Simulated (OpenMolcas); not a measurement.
**One shape, several levels: SiH2F (SMILES F[SiH2])**

We compute a comparison of 6 runs (UHF/STO-3G, UB3LYP/STO-3G, UM06-2X/STO-3G, UPBE/STO-3G, UPBE0/STO-3G, USVWN5/STO-3G) of SiH2F. 

The results are computed with OpenMolcas 26.06.

4 further runs of the same task are left out: 1 for a known fault of the program, 3 set aside as unsound or not needed.

### 1 Starting point

SiH2F has 4 atoms, charge 0, and is taken as a doublet. As SMILES, `F[SiH2]`. The Si2–H3 distance was set to 1.809 Å, away from the relaxed value.

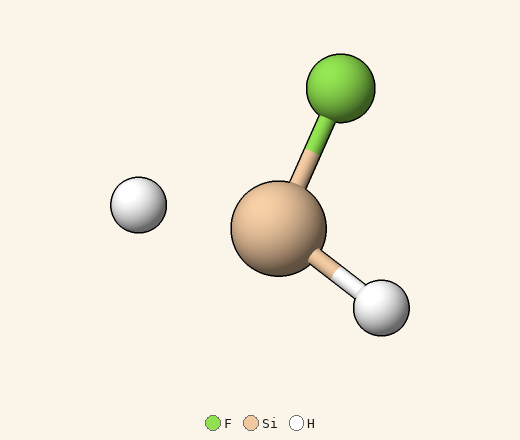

Viewed from a chosen angle; fluorine green, silicon light orange, hydrogen white.

### 2 The energy at UHF/STO-3G (run 1)

Contents of input.xyz:

```xyz
4

F      1.480001     0.411709    -0.421818
Si     0.152261    -0.500751    -0.243178
H     -1.219930     0.678520    -0.261640
H      0.410901    -1.296971     0.937712
```

Contents of test.inp:

```
>>> EXPORT MOLCAS_PRINT=2

&gateway
 baslib=$CurrDir
 coord=input.xyz
 basis=STO-3G
 group=NoSym

&seward

&scf
 uhf
 spin=2
 thresholds=1e-10 1e-07 1e-07 1e-05
 prorbitals=1 1
```

The basis set STO-3G is read from a file made from the Basis Set Exchange's data (not shown).

On the command line:

```sh
$ export MOLCAS_MEM=1860
$ pymolcas test.inp > test.log
```

The log of the run:

```text
--- Start Module: gateway ---
[...]
--- Stop Module: gateway /rc=_RC_ALL_IS_WELL_ ---
--- Start Module: seward ---
[...]
      Basis functions           16
--- Stop Module: seward /rc=_RC_ALL_IS_WELL_ ---
--- Start Module: scf ---
[...]
       Convergence after  16 Iterations
[...]
::    Total SCF energy                               -384.7025569360
[...]
      Total spin, S                                     0.5073471979
[...]
      Total electronic charge=   25.000000
      Total            charge=   -0.000000
[...]
      Dipole Moment (debye):
      Origin of the operator (angstrom)=    0.6442   -0.1390   -0.2885
                   X= -6.6667E-01               Y= -1.1973E+00               Z= -1.6890E-01           Total=  1.3807E+00
      Quadrupole Moment (debye*angstrom):
[...]
--- Stop Module: scf /rc=_RC_ALL_IS_WELL_ ---
[...]
```

It took 2.6 s on 1 thread of Arm Neoverse N1, shared host; peak memory 0.37 GiB.

### 3 The energy at UB3LYP/STO-3G (run 2)

input.xyz is that of step 2.

Contents of test.inp:

```
* FH2Si Kohn-Sham DFT
>>> EXPORT MOLCAS_PRINT=2

&GATEWAY
  BasLib=$CurrDir
  Coord=input.xyz
  Basis=STO-3G
  Group=NoSym

&SEWARD
  GridInput
  Grid=UltraFine
  End of Grid

&SCF
  UHF
  Spin=2
  KSDFT=B3LYP
  Thresholds=1e-10 1e-07 1e-07 1e-05
  PrOrbitals=1 1
```

The basis set STO-3G is read from a file made from the Basis Set Exchange's data (not shown).

On the command line:

```sh
$ export MOLCAS_MEM=1860
$ pymolcas test.inp > test.log
```

The log of the run:

```text
--- Start Module: gateway ---
[...]
--- Stop Module: gateway /rc=_RC_ALL_IS_WELL_ ---
--- Start Module: seward ---
[...]
      Basis functions           16
--- Stop Module: seward /rc=_RC_ALL_IS_WELL_ ---
--- Start Module: scf ---
[...]
       Convergence after  16 Iterations
[...]
::    Total KS-DFT energy                            -385.6252635935
[...]
      Total spin, S                                     0.5010524904
[...]
      Total electronic charge=   25.000000
      Total            charge=   -0.000000
[...]
      Dipole Moment (debye):
      Origin of the operator (angstrom)=    0.6442   -0.1390   -0.2885
                   X= -3.4338E-02               Y= -6.4834E-01               Z= -2.3039E-02           Total=  6.4966E-01
      Quadrupole Moment (debye*angstrom):
[...]
--- Stop Module: scf /rc=_RC_ALL_IS_WELL_ ---
[...]
```

Run time: 9.9 s. Hardware: 1 thread of Arm Neoverse N1, shared host; peak memory 0.37 GiB.

Runs 3 to 5 aren't shown in full; the table further down has their settings and results.

### 4 The energy at USVWN5/STO-3G (run 6)

input.xyz is that of step 3.

Contents of test.input:

```
&GATEWAY
 BasLib=$CurrDir
 Coord=input.xyz
 Basis=STO-3G
 Group=NoSym

&SEWARD
 GridInput
 Grid=UltraFine
 End of Grid

&SCF
 UHF
 Spin=2
 KSDFT=SVWN5
 Thresholds=1e-10 1e-07 1e-07 1e-05
 PrOrbitals=1 1
```

The basis set STO-3G is read from a file made from the Basis Set Exchange's data (not shown).

On the command line:

```sh
$ export MOLCAS_MEM=1860
$ pymolcas test.input > test.log
```

The log of the run:

```text
--- Start Module: gateway ---
[...]
--- Stop Module: gateway /rc=_RC_ALL_IS_WELL_ ---
--- Start Module: seward ---
[...]
      Basis functions           16
--- Stop Module: seward /rc=_RC_ALL_IS_WELL_ ---
--- Start Module: scf ---
[...]
       Convergence after  15 Iterations
[...]
::    Total KS-DFT energy                            -383.7625084036
[...]
      Total spin, S                                     0.5001770460
[...]
      Total electronic charge=   25.000000
      Total            charge=   -0.000000
[...]
      Dipole Moment (debye):
      Origin of the operator (angstrom)=    0.6442   -0.1390   -0.2885
                   X=  7.2352E-02               Y= -4.1888E-01               Z=  1.1464E-01           Total=  4.4027E-01
      Quadrupole Moment (debye*angstrom):
[...]
--- Stop Module: scf /rc=_RC_ALL_IS_WELL_ ---
[...]
```

It took 6.9 s on 1 thread of Arm Neoverse N1, shared host; peak memory 0.37 GiB.

### 5 The series

| run | level | integration grid | energy (Eh) | dipole moment (D) | HOMO energy (eV) | LUMO energy (eV) | wall time |
| --- | --- | --- | --- | --- | --- | --- | --- |
| 1 | UHF/STO-3G | – | -384.702557 | 1.38 | -6.35 | 5.81 | 2.6 s |
| 2 | UB3LYP/STO-3G | UltraFine | -385.625264 | 0.65 | -2.40 | 0.93 | 9.9 s |
| 3 | UM06-2X/STO-3G | UltraFine | -385.629758 | 0.85 | -3.88 | 2.43 | 11 s |
| 4 | UPBE/STO-3G | UltraFine | -385.367460 | 0.52 | -1.15 | 0.32 | 8.4 s |
| 5 | UPBE0/STO-3G | UltraFine | -385.424458 | 0.70 | -2.67 | 1.32 | 8.4 s |
| 6 | USVWN5/STO-3G | UltraFine | -383.762508 | 0.44 | -0.91 | 0.26 | 6.9 s |

### 6 What came out

| quantity | value |
| --- | --- |
| run 6: total energy | -383.76251 Eh |
| run 6: dipole moment | 0.44 D |
| run 6: HOMO energy (highest over α and β) | -0.91 eV |
| run 6: LUMO energy (lowest over α and β) | 0.26 eV |
| run 6: ⟨S²⟩ | 0.750 |

What this shows: The dipole moment (its size) runs from 0.44 D (USVWN5/STO-3G) to 1.38 D (UHF/STO-3G). Totals of different functionals can't be ranked against each other. In runs 1, 2, 3, 4, 5, 6 the basis is minimal, so the values are rough. All runs together took 47 s, the longest 11 s.
